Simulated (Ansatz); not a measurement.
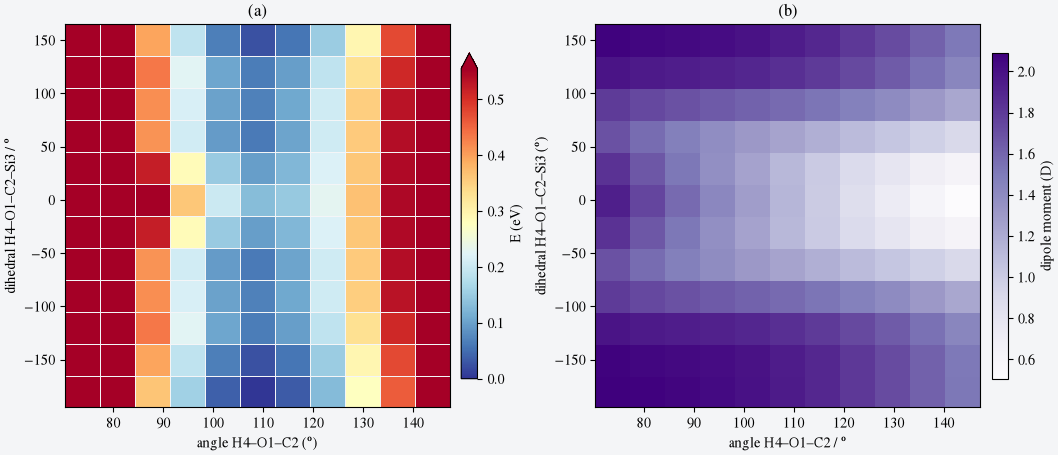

CH₆OSi, SMILES OC[SiH3]. Coordinates scanned: (1) angle H4–O1–C2; (2) dihedral H4–O1–C2–Si3. Nothing is relaxed (all other coordinates rigid). Grid: 11 × 12 points. Points are written as (first, second). Energies are in eV, from the lowest grid point. Level of theory: RKS PBE0-D4/def2-TZVP in Ansatz.

Panel (a) is the energy and panel (b) the computed dipole moment on the same grid.

Drawn: one coloured cell a grid point, one colour for all values above the top of the scale.

Q: How does the dipole moment vary over the map, and what is it at the lowest grid point?

A: Leaving out the highest fifth of the energies, it runs from 0.61 D at (136.8°, 0°) to 2.08 D at (80.8°, −180°). At the lowest grid point, (108.8°, −180°), it is 1.95 D.
